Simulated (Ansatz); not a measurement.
# CH3OSSi: the cost of one run

Program: Ansatz 0.2.0. Level of theory: RHF/def2-SVPD. These are calculated values, not measurements.

1 further run of the same task is left out (it didn't finish).

### 1 The structure to begin with

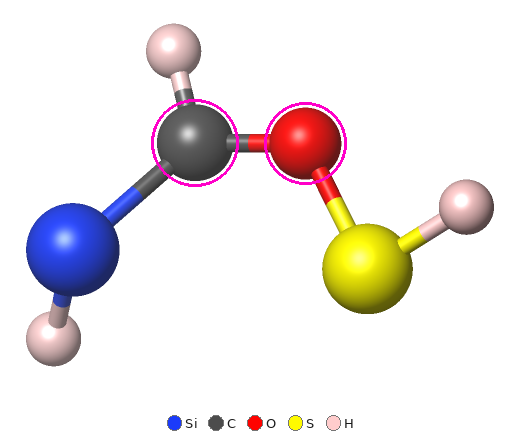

Start, viewed from a chosen angle; silicon blue, carbon dark grey, oxygen red, sulfur yellow, hydrogen pink. Ringed: C2, O3.

As a file:

```xyz
7

Si   -1.5687    0.6012    0.7374
C     0.1809    0.8232    0.1720
O     0.9835   -0.1645   -0.0686
S     0.4323   -1.6878   -0.4878
H    -2.4450    0.9457   -0.3863
H     0.7578    1.7113    0.4404
H     1.6593   -2.2291   -0.4072
```

### 2 Relaxing end A

File input.yaml:

```yaml
crystal:
  periodic: [false, false, false]
  atoms:
    - { symbol: Si, position_ang: [-1.56874, 0.6012, 0.73736] }
    - { symbol: C, position_ang: [0.18085, 0.82319, 0.17204] }
    - { symbol: O, position_ang: [0.98347, -0.16451, -0.06856] }
    - { symbol: S, position_ang: [0.43228, -1.68775, -0.48775] }
    - { symbol: H, position_ang: [-2.44497, 0.94569, -0.3863] }
    - { symbol: H, position_ang: [0.7578, 1.71129, 0.44043] }
    - { symbol: H, position_ang: [1.65931, -2.2291, -0.40722] }
total_charge: 1
basis:
  gaussian: { orbitals: def2-SVPD }
hamiltonian:
  xc: hf
relax:
  f_tol: 0.015
  max_steps: 40
output:
  orbitals: {}
```

Run with:

```console
$ ansatz run input.yaml --threads 2 --pin off --max-ram 3072MiB --backend cpu --events-out ev --progress --plain --runs-dir out
```

**Question.** How long does this run take on 2 threads of Arm Neoverse V2, shared host, and how much memory does it need?

About 25 s, with a peak of 0.29 GiB.
